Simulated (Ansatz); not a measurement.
**A ladder of methods for InHF (SMILES [F][InH])**

The species is InHF (3 atoms), meant as a doublet with charge 0. As SMILES, `[F][InH]`. The coordinates come from a PBE0-D4/def2-TZVP relaxation.

```xyz
3

F     1.0884    0.9895    0.6943
In   -0.5225    0.3551   -0.2448
H    -0.5769   -1.4094   -0.4628
```

Each level gives the energy change with the F1–In2 bond stretched from 1.970 to 2.462 Å (eV). The values are calculated.

| level | kind | program | value (eV) | less FCI/STO-3G | CPU time (all runs) |
| --- | --- | --- | --- | --- | --- |
| UHF/STO-3G | Hartree–Fock | Ansatz | 1.40 | -0.17 | 2.4 s |
| U-r2SCAN/STO-3G | meta-GGA | Ansatz | 1.95 | +0.38 | 27 s |
| U-r2SCAN0/STO-3G | hybrid meta-GGA | Ansatz | 2.00 | +0.43 | 15 s |
| UB3LYP/STO-3G | global hybrid | Ansatz | 1.93 | +0.36 | 5.7 s |
| U-wB97M-V/STO-3G | range-separated hybrid | Ansatz | 2.06 | +0.49 | 54 s |
| RPA@PBE/STO-3G | RPA | Ansatz | 1.52 | -0.05 | 11 s |
| UCCSD(T)/STO-3G | coupled cluster or CI | Ansatz | 1.58 | +0.01 | 5.1 s |
| UCCSD/STO-3G | coupled cluster or CI | Ansatz | 1.44 | -0.13 | 4.9 s |
| FCI/STO-3G | exact in the basis | Ansatz | 1.57 | 0.00 | 7.7 s |

FCI/STO-3G is exact within its basis and frozen core, so for wave-function methods in that basis the difference is their error; functionals converge differently with the basis, so for them it is only a difference. All-electron rows without a relativistic Hamiltonian named are non-relativistic. The first shape isn't each level's own minimum. The values span 1.40 to 2.06 eV. Spin contamination of the reference (⟨S²⟩ at least 0.1 too high) touches UHF/STO-3G, UCCSD(T)/STO-3G, UCCSD/STO-3G. All rows use very small basis sets, so none should be taken for the real molecule's value. In the correlated wave-function rows the outer d shell of In is correlated, in sets not made for it. Times are those of the runs behind each value, whatever else they computed, on shared processors of several kinds: orders of magnitude only.

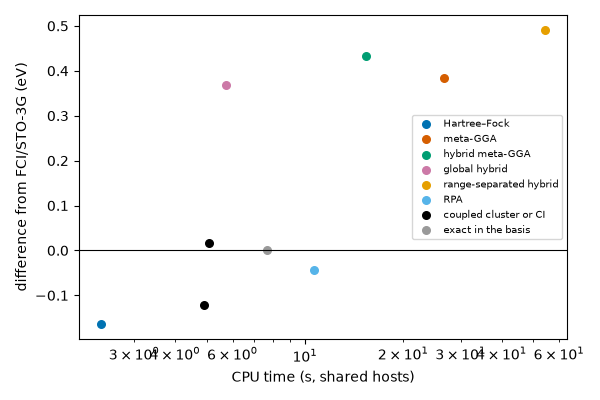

Difference from FCI/STO-3G against processor time, one point a level.
